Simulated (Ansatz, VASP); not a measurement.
# GaN: VASP beside Ansatz

Wanted: the spread between two codes on one cell, functional and k mesh. The cell is taken from a series of VASP runs on this material, whose earlier steps may have relaxed, scaled or displaced it; both programs get it as it stands. Valence electrons are named where the data sets of a main pair hold unlike numbers.

Main program and level: Ansatz 0.2.0; plane waves, with VASP 6.6.1 beside it; band structure at HSE06.

## 1. Starting point

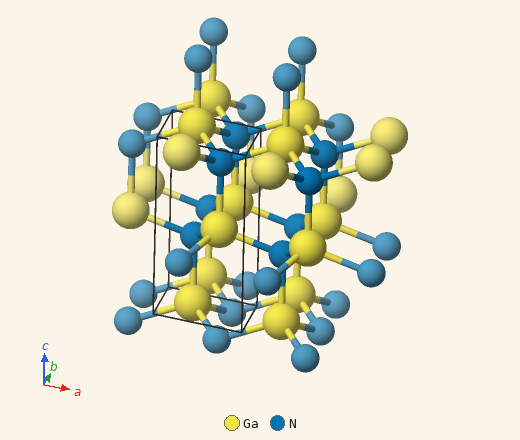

Start, viewed slightly off an axis; gallium yellow, nitrogen blue. 2×2×1 cells are drawn. Some periodic images of atoms are drawn too.

Structure file:

```cif
data_structure
_symmetry_space_group_name_H-M 'P 1'
_symmetry_Int_Tables_number 1
_cell_length_a 3.1889
_cell_length_b 3.1889
_cell_length_c 5.1941
_cell_angle_alpha 90.000
_cell_angle_beta 90.000
_cell_angle_gamma 120.000
_cell_volume 45.74
loop_
_atom_site_label
_atom_site_type_symbol
_atom_site_fract_x
_atom_site_fract_y
_atom_site_fract_z
_atom_site_occupancy
Ga1 Ga 0.33333 0.66667 0.99919 1
Ga2 Ga 0.66667 0.33333 0.49919 1
N3 N 0.33333 0.66667 0.37581 1
N4 N 0.66667 0.33333 0.87581 1
```

## 2. VASP: band structure, HSE06

The same path points are solved in both programs, so levels can be compared one by one.

Lines of VASP's logs that name or quote its potential files are left out, and so is its time.

The run reads the wave functions of an earlier VASP run, which isn't shown here.

File INCAR:

```
SYSTEM = GaN
PREC = Accurate
ENCUT = 520
EDIFF = 1E-06
NELM = 100
ISMEAR = 0
SIGMA = 0.05
LREAL = .FALSE.
ALGO = Normal
LHFCALC = .TRUE.
AEXX = 0.25
GGA = PE
HFSCREEN = 0.2
LASPH = .TRUE.
NBANDS = 24
PRECFOCK = Fast
LORBIT = 11
LWAVE = .FALSE.
LCHARG = .FALSE.
KPAR = 4
```

File POSCAR:

```
GaN
1.0
    3.1888555310      0.0000000000      0.0000000000
   -1.5944277655      2.7616298988      0.0000000000
    0.0000000000      0.0000000000      5.1940668973
Ga N
2 2
Direct
    0.3333333333      0.6666666667      0.9991932276
    0.6666666667      0.3333333333      0.4991932276
    0.3333333333      0.6666666667      0.3758067724
    0.6666666667      0.3333333333      0.8758067724
```

File KPOINTS:

```
Automatic mesh
0
Gamma
5 5 3
0 0 0
```

File KPOINTS_OPT:

```
Line mode
6
Line-mode
Reciprocal
  0.00000000   0.00000000   0.00000000 GAMMA
  0.50000000   0.00000000   0.00000000 M

  0.50000000   0.00000000   0.00000000 M
  0.33333333   0.33333333   0.00000000 K

  0.33333333   0.33333333   0.00000000 K
  0.00000000   0.00000000   0.00000000 GAMMA

  0.00000000   0.00000000   0.00000000 GAMMA
  0.00000000   0.00000000   0.50000000 A

  0.00000000   0.00000000   0.50000000 A
  0.50000000   0.00000000   0.50000000 L

  0.50000000   0.00000000   0.50000000 L
  0.33333333   0.33333333   0.50000000 H

  0.33333333   0.33333333   0.50000000 H
  0.00000000   0.00000000   0.50000000 A

  0.50000000   0.00000000   0.50000000 L
  0.50000000   0.00000000   0.00000000 M

  0.33333333   0.33333333   0.00000000 K
  0.33333333   0.33333333   0.50000000 H
```

The projector-augmented-wave data sets are Ga_d and N (PBE family, release 64).

Run with:

```
$ mpirun -np 4 vasp_std
```

Numbers of over 12 decimals in the logs are rounded to 6 here.

The program printed:

```text
[banner, memory and clock lines left out]
running    4 mpi-ranks, on    1 nodes
 distrk:  each k-point on    1 cores,    4 groups
 distr:  one band on    1 cores,    1 groups

 POSCAR found type information on POSCAR GaN
 POSCAR found :  2 types and       4 ions
 LDA part: xc-table for (Slater+PW92), standard interpolation
 found WAVECAR, reading the header
 POSCAR, INCAR and KPOINTS ok, starting setup
 FFT: planning ... GRIDC
 FFT: planning ... GRID_SOFT
 FFT: planning ... GRID
 reading WAVECAR
 the WAVECAR file was read successfully
 initial charge from wavefunction
 entering main loop
       N       E                     dE             d eps       ncg     rms          rms(c)
DAV:   1    -0.295590523350E+02   -0.29559E+02   -0.46887E-01   760   0.216E+01    0.273E-01
DAV:   2    -0.295703097638E+02   -0.11257E-01   -0.11352E-01   680   0.418E+00    0.231E-01
DAV:   3    -0.295707047012E+02   -0.39494E-03   -0.38927E-03   800   0.783E-01    0.816E-02
DAV:   4    -0.295707538643E+02   -0.49163E-04   -0.49985E-04   600   0.188E-01    0.383E-02
DAV:   5    -0.295707430933E+02    0.10771E-04   -0.27367E-05   688   0.549E-02    0.227E-02
DAV:   6    -0.295707430867E+02    0.65684E-08   -0.95662E-06   576   0.233E-02
   1 F= -.29570743E+02 E0= -.29570743E+02  d E =-.301232E-18
 Start KPOINTS_OPT (optional k-point list driver)
k-point batch [1-10\54]
       N       E                     dE             ncg
DAV:   1     0.103745203189E+04   -0.84920E+04      496
DAV:   2    -0.205784778660E+04   -0.30953E+04      512
DAV:   3    -0.245148207435E+04   -0.39363E+03      536
DAV:   4    -0.247017977058E+04   -0.18698E+02      640
DAV:   5    -0.247059011256E+04   -0.41034E+00      600
DAV:   6    -0.247060495358E+04   -0.14841E-01      760
DAV:   7    -0.247060528045E+04   -0.32687E-03      584
DAV:   8    -0.247060528653E+04   -0.60822E-05      544
DAV:   9    -0.247060528676E+04   -0.22357E-06      416
[...]
k-point batch [51-54\54]
       N       E                     dE             ncg
DAV:   1     0.889811615971E+04   -0.61280E+04      208
DAV:   2     0.773914999005E+04   -0.11590E+04      192
DAV:   3     0.759305986438E+04   -0.14609E+03      224
DAV:   4     0.758672480031E+04   -0.63351E+01      256
DAV:   5     0.758656890686E+04   -0.15589E+00      224
DAV:   6     0.758656290662E+04   -0.60002E-02      296
DAV:   7     0.758656282767E+04   -0.78946E-04      224
DAV:   8     0.758656282691E+04   -0.76166E-06      200
```

Parts of OUTCAR (step 2):

```text
ion  position               nearest neighbor table
   1  0.333  0.667  0.999-   4 1.95   4 1.95   4 1.95   3 1.96
   2  0.667  0.333  0.499-   3 1.95   3 1.95   3 1.95   4 1.96
   3  0.333  0.667  0.376-   2 1.95   2 1.95   2 1.95   1 1.96
   4  0.667  0.333  0.876-   1 1.95   1 1.95   1 1.95   2 1.96

  LATTYP: Found a hexagonal cell.
 ALAT       =     3.1888555310
 C/A-ratio  =     1.6288185046

 Subroutine GETGRP returns: Found 12 space group operations
 (whereof  6 operations were pure point group operations)

The static configuration has the point symmetry C_3v.
 The point group associated with its full space group is C_6v.

 Found     10 irreducible k-points:

   k-points           NKPTS =     10   k-points in BZ     NKDIM =     75   number of bands    NBANDS=     24

   dimension x,y,z NGX =    24 NGY =   24 NGZ =   40
   dimension x,y,z NGXF=    48 NGYF=   48 NGZF=   80

   ENCUT  =  520.0 eV  38.22 Ry    6.18 a.u.   5.93  5.93  9.66*2*pi/ulx,y,z

   NELECT =      36.0000    total number of electrons

 k-points in reciprocal lattice and weights: Automatic mesh
   0.00000000  0.00000000  0.00000000       0.013
   0.20000000 -0.00000000  0.00000000       0.080
   0.40000000  0.00000000  0.00000000       0.080
   0.20000000  0.20000000  0.00000000       0.080
   0.40000000  0.20000000  0.00000000       0.080
   0.00000000  0.00000000  0.33333333       0.027
   0.20000000 -0.00000000  0.33333333       0.160
   0.40000000  0.00000000  0.33333333       0.160
   0.20000000  0.20000000  0.33333333       0.160
   0.40000000  0.20000000  0.33333333       0.160

  exchange ACFDT corr.  =         0.00000000  see jH, gK, PRB 81, 115126

 average (electrostatic) potential at core
       1 -56.4709       2 -56.4709       3 -56.9680       4 -56.9680

 E-fermi :   4.7726

 k-point     1 :       0.0000    0.0000    0.0000
  band No.  band energies     occupation
    ...
     14       3.3566      2.00000
     15       3.3566      2.00000
     16       4.4428      2.00000
     17       4.4749      2.00000
     18       4.4749      2.00000
     19       7.6727      0.00000
     20      10.1796      0.00000
     21      15.4528      0.00000
     22      15.9556      0.00000
     23      15.9556      0.00000
    ...

 k-point     2 :       0.2000   -0.0000    0.0000
  band No.  band energies     occupation
    ...
     14       1.0216      2.00000
     15       2.1869      2.00000
     16       2.6248      2.00000
     17       3.9950      2.00000
     18       4.1101      2.00000
     19       9.6158      0.00000
     20      11.7971      0.00000
     21      13.8444      0.00000
     22      14.7779      0.00000
     23      16.4281      0.00000
    ...

 k-point     3 :       0.4000    0.0000    0.0000
  band No.  band energies     occupation
    ...
     14      -0.8749      2.00000
     15      -0.2230      2.00000
     16       1.6731      2.00000
     17       2.6123      2.00000
     18       3.5021      2.00000
     19      10.8630      0.00000
     20      11.5627      0.00000
     21      12.1299      0.00000
     22      14.7895      0.00000
     23      16.5453      0.00000
    ...

  energy-cutoff  :      520.00
  volume of cell :       45.74
      direct lattice vectors                 reciprocal lattice vectors
     3.188855531  0.000000000  0.000000000     0.313592131  0.181052501  0.000000000
    -1.594427766  2.761629899  0.000000000     0.000000000  0.362105002  0.000000000
     0.000000000  0.000000000  5.194066897     0.000000000  0.000000000  0.192527362

 POSITION                                       TOTAL-FORCE (eV/Angst)
 -----------------------------------------------------------------------------------
     -0.00000      1.84109      5.18988        -0.000000     -0.000000     -0.021927
      1.59443      0.92054      2.59284         0.000000      0.000000     -0.021927
     -0.00000      1.84109      1.95197         0.000000     -0.000000      0.021927
      1.59443      0.92054      4.54900        -0.000000     -0.000000      0.021927
 -----------------------------------------------------------------------------------
    total drift:                               -0.000004     -0.000037     -0.000778

  FREE ENERGIE OF THE ION-ELECTRON SYSTEM (eV)
  ---------------------------------------------------
  free  energy   TOTEN  =       -29.5707430867 eV

  energy  without entropy=      -29.5707430867  energy(sigma->0) =      -29.57074309

 total charge
# of ion       s       p       d       tot
------------------------------------------
    1        0.751   0.890  10.200  11.841
    2        0.751   0.890  10.200  11.841
    3        1.220   2.543   0.000   3.762
    4        1.220   2.543   0.000   3.762
--------------------------------------------------
tot          3.941   6.866  20.401  31.207

[... 3 further parts left out ...]
```

Spin-orbit coupling is off here; it would split degenerate levels. The PAW data sets were made with PBE, which is usual practice but a small mismatch for other functionals.

[end of part 1 of 2]

[Lines on the potential files, build, host, timing and source positions are cut from VASP's logs without a mark.]

[Logs are printed without paths, hosts, clocks, repeated set-up lines and the standing remarks that a program may print on its own settings, such as how far it seeks lower states.]

[Hosts, paths, dates, database ids (printed as entryN), source tags and the programs' standing remarks are cut or masked in the printed files.]
